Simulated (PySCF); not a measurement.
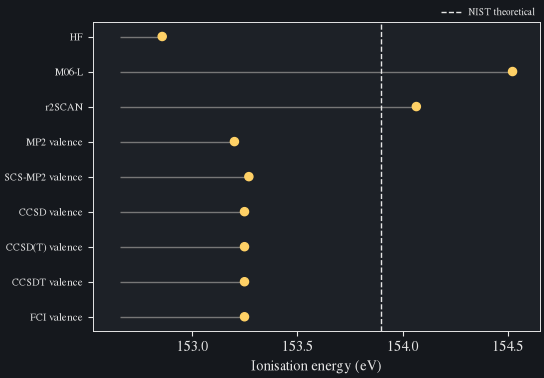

The ionisation energy of Be²⁺ (1s² → 1s) across levels of theory. PySCF, jorge-DZP-DKH, spin-free X2C-1e, unrestricted single determinants, no spin-orbit coupling. Methods marked “valence” freeze no core electrons.

How do the methods compare?

The values run from 152.86 eV (HF) to 154.52 eV (M06-L). The NIST theoretical value is 153.90 eV; nearest to it come r2SCAN (+0.17) and M06-L (+0.63), furthest HF (−1.04 eV).

```tsv
Method	Ionisation energy (eV)
HF	152.86
M06-L	154.52
r2SCAN	154.07
MP2 valence	153.20
SCS-MP2 valence	153.27
CCSD valence	153.25
CCSD(T) valence	153.25
CCSDT valence	153.25
FCI valence	153.25
```
